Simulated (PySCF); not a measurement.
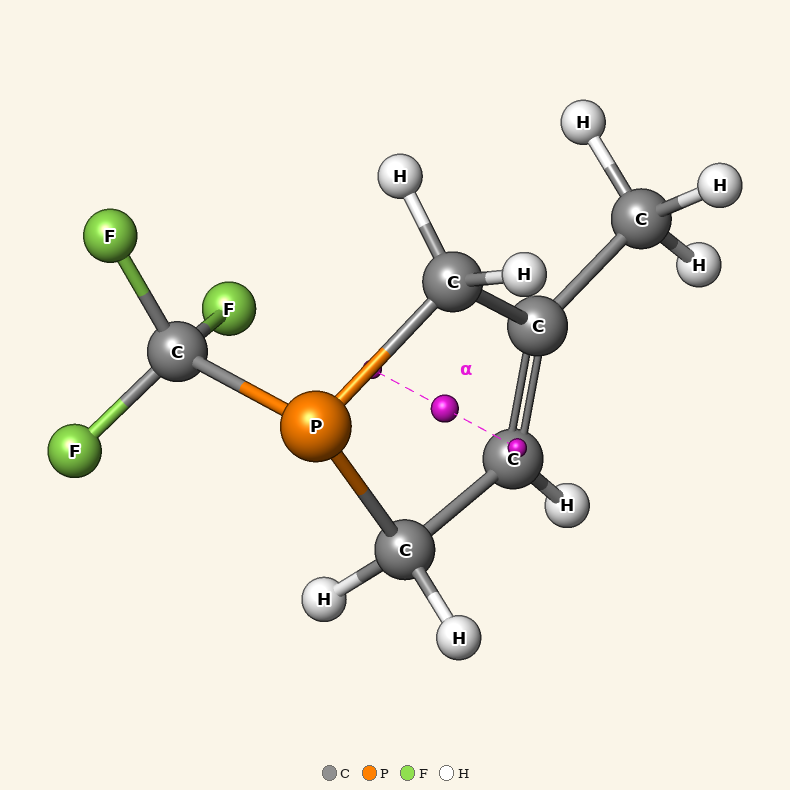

The small points mark where nucleus-independent chemical shifts (NICS) were computed: at the centre of each lettered ring and 1 Å above and below it. The computed structure is the end point of a GFN2-xTB optimisation. No frequency run is at hand to confirm it as a minimum. Level of theory: GIAO PBE0/pcSseg-1 NMR shielding, non-relativistic, gas phase (PySCF 2.14.0).

Give NICS(0), NICS(1) and the out-of-plane component NICS(1)zz for each ring (means of the two sides).

```json
{"ring": "α", "members": "C4P", "NICS(0)": "−2.9", "NICS(1)": "−3.2", "NICS(1)zz": "−5.9"}
```

Values in ppm.

What do the values say about the ring currents?

Ring α: weak, as in a non-aromatic ring. NICS is one index among several.

The geometry is semi-empirical. Around P such bond lengths and angles can be off by a tenth of an ångström or more and by several degrees, and values that hang on the shape move with them.
